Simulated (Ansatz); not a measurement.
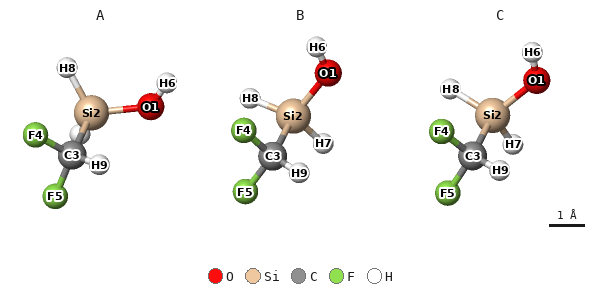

3 geometries from a converged minimum-energy path of CH4F2OSi, shuffled. A ball-and-stick model, seen from a free direction.

Level of theory: Ansatz 0.2.0, RKS PBE0/6-31G. Set-up: 5 movable images; climbing image; force threshold 0.03 eV/Å; iteration limit 60; starting path by image-dependent pair potential.

Question: Which frame is the top of the path?

Answer: A. In order along the path, whose images run from 0 to 6: B (image 0, 0.00 kcal/mol), C (image 1, +0.37 kcal/mol), A (image 4, +2.54 kcal/mol). The motion is a rotation about the Si2–C3 bond by about 115°. No bond forms or breaks between the ends. Among the angles between lasting bonds that change up to the highest image: Si2–C3–H9 117.5° → 115.2°, Si2–C3–F5 107.4° → 109.5°.
